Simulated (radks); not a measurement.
Atomic calculation, with input and output: In⁵⁺

System: the In⁵⁺ ion in the configuration [Kr] 4d7 5s1 (high spin).
Method: scalar-relativistic Kohn-Sham, PBE, spin-polarised, spherical densities, finite nucleus (the in-house radial solver radks).

Log:
```
1s      1   1.0000       -1022.78634031
2s      1   1.0000        -155.63708709
2p      1   3.0000        -139.99240405
3s      1   1.0000         -31.85595462
3p      1   3.0000         -26.73455201
3d      1   5.0000         -18.79225347
4s      1   1.0000          -7.18567588
4p      1   3.0000          -5.62505586
4d      1   5.0000          -3.32197139
5s      1   1.0000          -2.27258404
1s      2   1.0000       -1022.78396996
2s      2   1.0000        -155.60519630
2p      2   3.0000        -139.96767270
3s      2   1.0000         -31.83892257
3p      2   3.0000         -26.71520948
3d      2   5.0000         -18.76319733
4s      2   1.0000          -7.06940281
4p      2   3.0000          -5.50594172
4d      2   2.0000          -3.20076351
5s      2   0.0000          -2.17973220
Etot -5873.884669676165
Ekin 6122.6489290153095
Encl -14079.854068714772
Eh 2240.247465590941
Exc -156.92699556764245
err 3.4128511748311797e-09
it 15
```

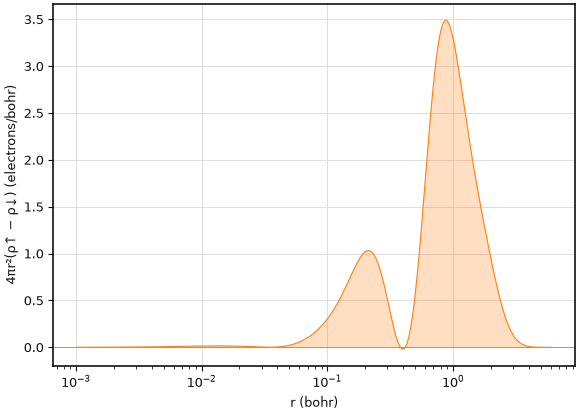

**Figure 1.** The radial spin density. The curve integrates to 4 unpaired electrons, held by 4d (+3) and 5s (+1). Its largest value, 3.49 electrons/bohr, lies near r = 0.88 bohr. Regions of the opposite sign are negligible.

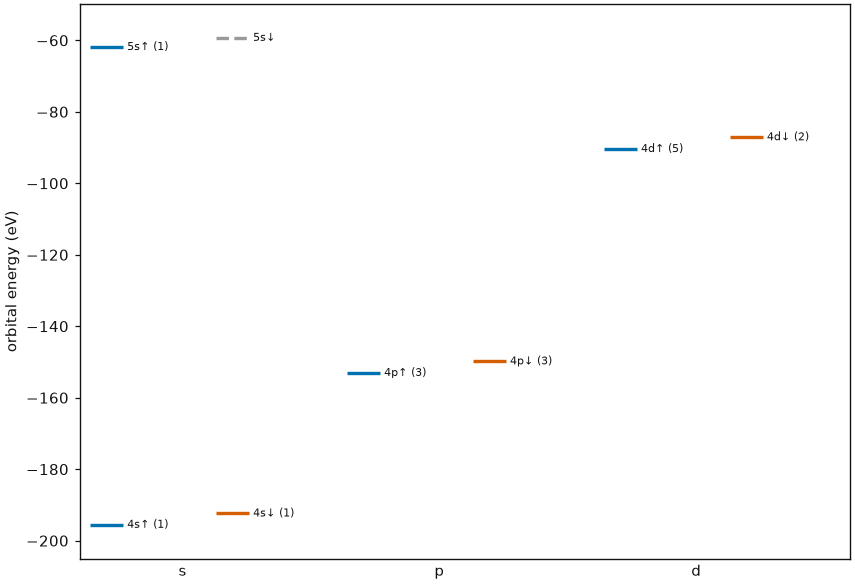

**Figure 2.** The outer levels are drawn by angular momentum (occupations in brackets, up spins at the left of each column and down spins at the right, empty levels dashed). The highest occupied level is 5s up at −61.8 eV. The highest 3 occupied levels, from the top down, are 5s up (−61.8 eV), 4d down (−87.1 eV), 4d up (−90.4 eV). The lowest empty level drawn is 5s down at −59.3 eV. The largest exchange splitting (down less up) among the shells drawn in both spins is that of 4d, 3.30 eV.

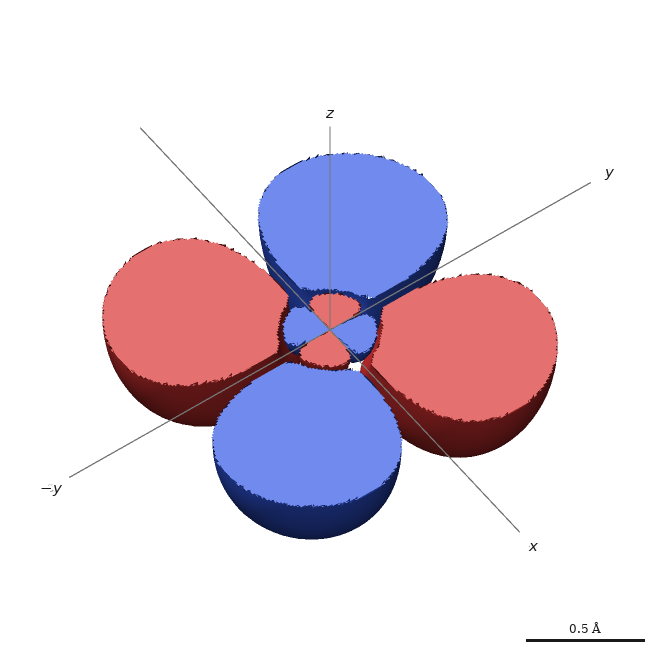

**Figure 3.** One occupied orbital of down spin is shown. The surface of constant |ψ| that holds about 90 % of the electron is drawn, red where ψ is positive and blue where it is negative, with the half in front of the xy plane cut away and the cut face painted. The radial function comes from the spherical calculation and is multiplied by a real spherical harmonic; the overall sign is chosen so that the largest lobe of P(r) is positive; at the scalar-relativistic level it is the large component. It is 4d(xy) of down spin. It has the nodal planes xz and yz and 1 radial node, at r = 0.399 bohr. The outermost maximum of P² lies at 0.896 bohr, ⟨r⟩ = 1.05 bohr, 90 % of the charge lies within 1.60 bohr, and the eigenvalue is −87.1 eV, with 2 electrons in the shell for this spin.

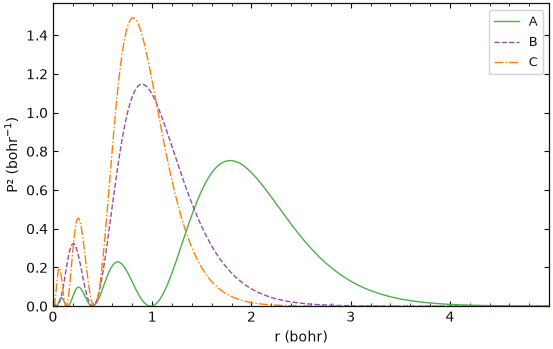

**Figure 4.** The radial probability densities P² of 4p up, 5s up and 4d up. A is 5s up; B is 4d up; C is 4p up. 4p up: outer maximum at 0.808 bohr, ⟨r⟩ = 0.896 bohr, 2 nodes, eigenvalue −153.1 eV; 4d up: outer maximum at 0.898 bohr, ⟨r⟩ = 1.05 bohr, 1 node, eigenvalue −90.4 eV; 5s up: outer maximum at 1.79 bohr, ⟨r⟩ = 1.92 bohr, 4 nodes, eigenvalue −61.8 eV. The innermost lobes are too small to be seen at this scale.

Input:
```
Z 49
configuration [Kr] 4d7 5s1
relativity scalar-relativistic
functional pbe,pbe
spin polarised
nucleus finite rms 4.6156 fm
c 137.035999084
```

Energies in input and log are in hartree, lengths in bohr (the nuclear radius in fm).

Results in brief:

```tsv
quantity	value
outcome	converged
total energy	−5873.8847 hartree
kinetic energy	6122.6489 hartree
electron–nucleus energy	−14079.8541 hartree
Hartree energy	2240.2475 hartree
exchange–correlation energy	−156.926996 hartree
radius at density 0.001 e/bohr³	3.08 bohr
SCF iterations	15
hardware	1 CPU thread, shared host
```
